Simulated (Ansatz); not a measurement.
## Electronic structure of Cl$_{2}$H$_{2}$OSn···HCl in real space

```xyz
8

Sn    0.0144   -0.4842   -0.3401
Cl    0.8490    0.3256    2.9555
Cl    2.1164    0.2980   -1.0478
H    -1.0827    0.7006    0.2134
Cl   -0.8632   -1.6937   -2.1673
O     0.2996   -1.8905    1.0925
H     0.8886   -2.6082    0.7821
H     0.7201   -0.8711    2.3641
```

Core potentials replace the inner electrons of Sn.

All numbers below come from RKS PBE/def2-SVP in Ansatz 0.2.0.

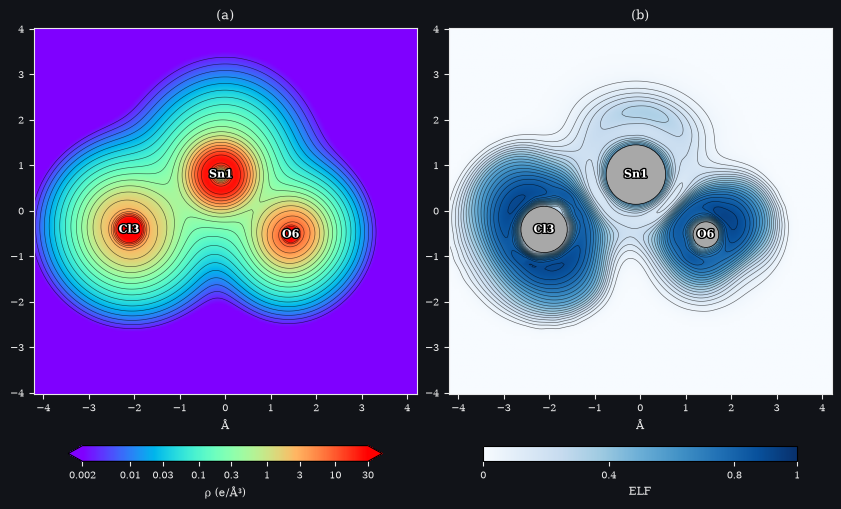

Figure 1. (a) electron density; (b) electron localisation function on the plane of atoms Cl3, Sn1 and O6. Grey discs cover the atomic cores in the ELF map.

**Read the bonding off the picture.**

Atoms in the plane: Sn, Cl and O. Sn–O (2.03 Å): ρ at the midpoint is about 0.66 e/Å³; the ELF peaks at about 0.85 in the valence shell of O, 0.6 Å from its nucleus, and drops to about 0.15 between the two atoms. Sn–Cl (2.35 Å): ρ is about 0.54 e/Å³ halfway; the ELF peaks at about 0.80 in the valence shell of Cl, 0.8 Å from its nucleus, and drops to about 0.15 between the two atoms. The ELF also peaks beside Cl3 and O6, away from the bonds: lone-pair regions.

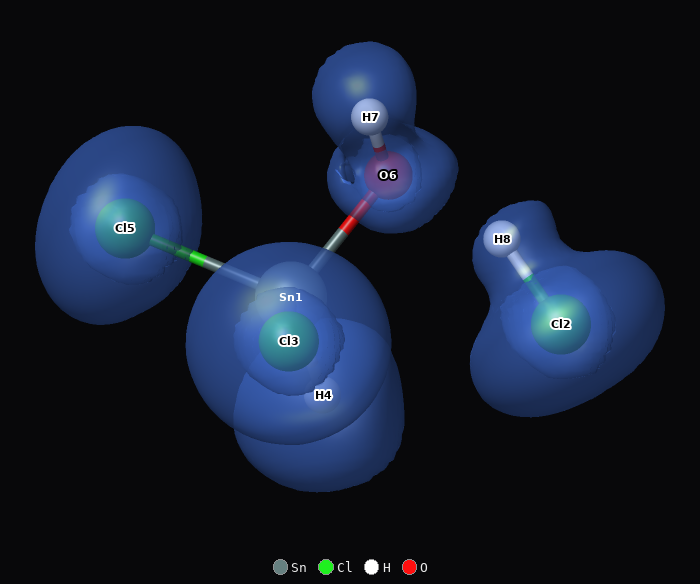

Figure 2. Isosurface of the electron localisation function at 0.75 (blue), seen across its widest extent. Core shells and regions of very low density are left out.

**What do the ELF domains correspond to?**

The surface consists of one region around a hydrogen nucleus, two regions wrapped around Cl (the valence shell of each), one joined region spread over several atoms (Cl, H), in which their bonds and any lone pairs are merged and one joined region spread over several atoms (H, O), in which their bonds and any lone pairs are merged. Along the contacts the grid gives the following. O6···H8 (1.68 Å): the ELF dips to about 0.20 between them.

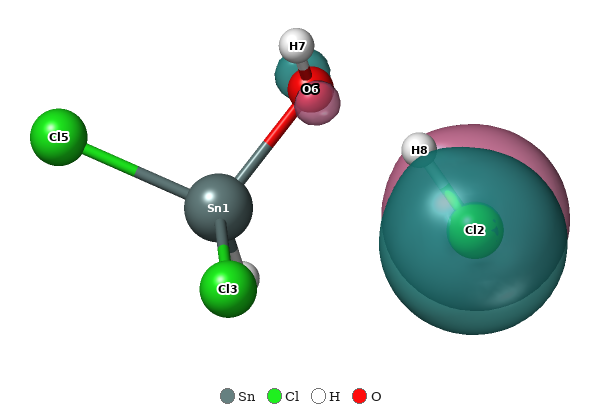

Figure 3. The HOMO at ±0.1 Å⁻³ᐟ² (teal and pink are the two phases), seen across its widest extent.

**Describe this orbital and give its energy.**

Its weight (Hirshfeld) is mainly on Cl2 (about 95 %); largely a lone pair of Cl2. Its energy is −7.10 eV.
